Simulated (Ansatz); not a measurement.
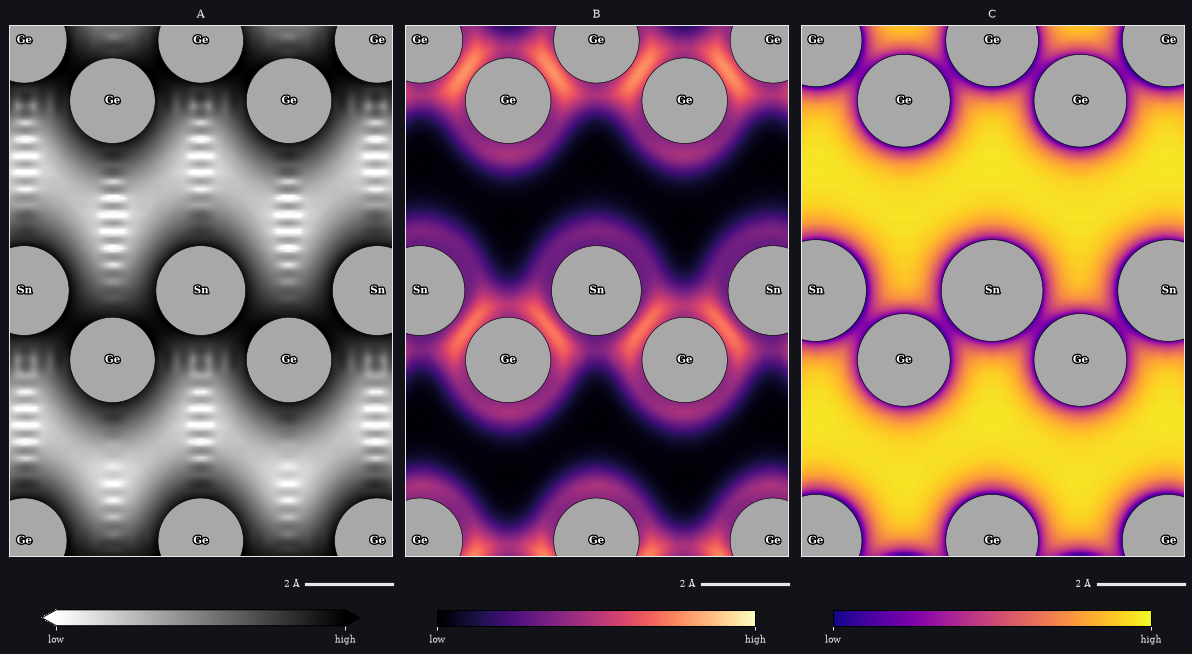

SnGe7: 3 fields on the (010) plane of the conventional cell, with unlabelled colour scales. Grey discs cover the atomic cores.

Space group P-4m2; a generated structure, not necessarily the stable one; changed on purpose from its base cell (volume × 0.97, shape and atoms relaxed).

Level of theory: Ansatz, DFT PBE, scalar-relativistic, plane waves, PAW.

Question: Which field does each panel show? The fields are: electron localisation function, electrostatic potential energy of an electron and valence pseudo-density.

Answer: Panel A: valence pseudo-density. Panel B: electron localisation function. Panel C: electrostatic potential energy of an electron (low next to the atoms, rising into the space between them). From the grid: Ge–Ge (2.49 Å): ρ at the midpoint is about 0.48 e/Å³; the ELF peaks at about 0.75 between the atoms. Sn–Ge (2.62 Å): ρ at the midpoint is about 0.44 e/Å³; the ELF peaks at about 0.70 between the atoms.
